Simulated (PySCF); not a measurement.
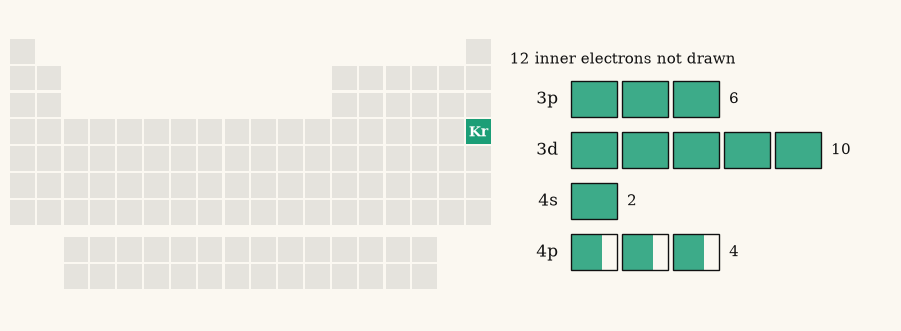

*Left, the place of krypton in the periodic table; right, the outer shells of the nominal configuration: a box for each of the 2l + 1 orbitals, shaded by the share of the shell that is filled, with the electron count at the right.*

## Run report: Kr²⁺, atomic calculation

System: Kr²⁺, configuration 1s2 2s2 2p6 3s2 3p6 3d10 4s2 4p4, multiplicity 3.
Method: unrestricted CCSD(T), pcseg-2, spin-free X2C-1e, Gaussian nucleus (PySCF).

Output (extracts):
```
CC2 = 0
CCSD nocc = (np.int64(4), np.int64(2)), nmo = (29, 29)
frozen orbitals [[0, 1, 2, 3, 4, 5, 6, 7, 8, 9, 10, 11, 12, 13], [0, 1, 2, 3, 4, 5, 6, 7, 8, 9, 10, 11, 12, 13]]
max_cycle = 100
direct = 0
conv_tol = 1e-08
conv_tol_normt = 1e-06
diis_space = 8
diis_start_cycle = 0
Init t2, MP2 energy = -0.106049449072679
Init E_corr(UCCSD) = -0.106049449080268
cycle = 1  E_corr(UCCSD) = -0.121392332230286  dE = -0.0153428832  norm(t1,t2) = 0.0347919
cycle = 2  E_corr(UCCSD) = -0.124499139728818  dE = -0.0031068075  norm(t1,t2) = 0.010424
cycle = 3  E_corr(UCCSD) = -0.125748189765241  dE = -0.00124905004  norm(t1,t2) = 0.00378045
cycle = 4  E_corr(UCCSD) = -0.125711727431352  dE = 3.64623339e-05  norm(t1,t2) = 0.000378235
cycle = 5  E_corr(UCCSD) = -0.125712816779069  dE = -1.08934772e-06  norm(t1,t2) = 4.73518e-05
cycle = 6  E_corr(UCCSD) = -0.12571280135992  dE = 1.54191487e-08  norm(t1,t2) = 7.63759e-06
cycle = 7  E_corr(UCCSD) = -0.125712878602685  dE = -7.72427649e-08  norm(t1,t2) = 1.2873e-06
cycle = 8  E_corr(UCCSD) = -0.125712857563369  dE = 2.1039316e-08  norm(t1,t2) = 3.1066e-07
cycle = 9  E_corr(UCCSD) = -0.125712858269801  dE = -7.06432052e-10  norm(t1,t2) = 5.49049e-08
UCCSD converged
E(UCCSD) = -2778.663848402774  E_corr = -0.1257128582698012
UCCSD(T) correction = -0.00288987088254774
```

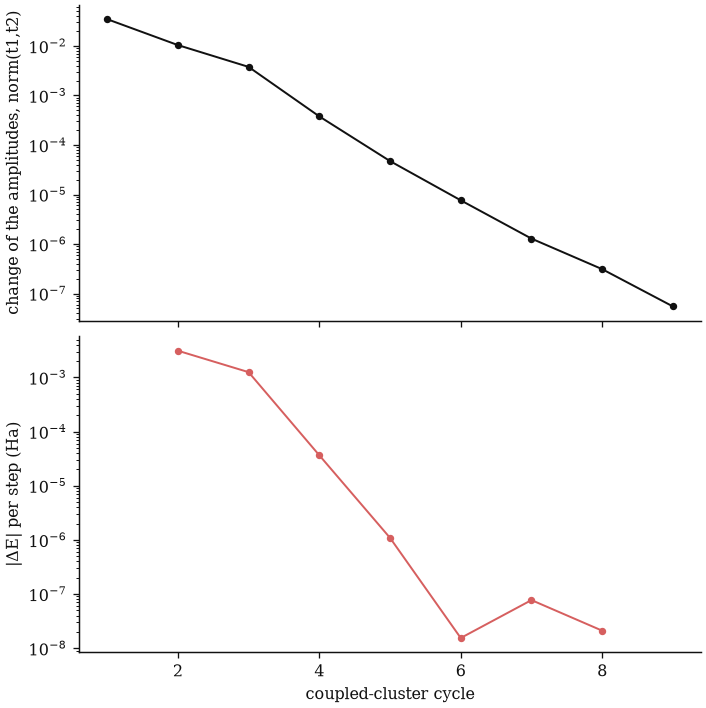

*Convergence: change of the amplitudes, norm(t1,t2) and change of the energy from step to step (the smallest changes aren't drawn) against the coupled-cluster cycle.*

The residual falls at every step. It goes from 0.035 to 5.5×10⁻⁸ in 9 steps.

Input:
```python
from pyscf import gto, scf, dft, mp, cc
import basis_set_exchange as bse
mol = gto.M(atom="Kr 0 0 0", charge=2, spin=2, symmetry="D2h",
            basis=gto.basis.parse(bse.get_basis("pcseg-2", elements=["Kr"], fmt="nwchem", header=False)),
            nucmod="G")
mf = scf.UHF(mol).sfx2c1e()
mf.irrep_nelec = {'Ag': (6, 6), 'B1g': (1, 1), 'B2g': (1, 1), 'B3g': (1, 1), 'B1u': (3, 2), 'B2u': (3, 3), 'B3u': (3, 2)}
mf.kernel()
mycc = cc.CCSD(mf, frozen=14).run()
mycc.ccsd_t()
```

The script is an equivalent of what the driver set up; the driver started from orbitals of its own, so the log can be shorter than this script's would be, and it computed the properties (radii, ⟨L²⟩, response) afterwards. It held the occupations shell by shell, which the script's counts by irreducible representation don't always enforce.

Launched within a batch (the task file carries these settings):
```bash
OMP_NUM_THREADS=1 python <driver script> TASK.json OUT
```

What the run reported:

```tsv
quantity	value
outcome	converged
total energy	−2778.6667 hartree
CCSD correlation	−0.125713 hartree
(T) correction	−0.002890 hartree
CCSD energy	−2778.6638 hartree
T1 diagnostic	0.006
hardware	1 thread of Arm Neoverse N1, 40 GiB of memory available, shared host
wall time	0.64 s
```

What is odd here:

One thing in this input was made odd on purpose: basis contracted for another Hamiltonian. The program ran to the end. Its numbers are those of this setting; this run alone doesn't show how far the oddity moves them.
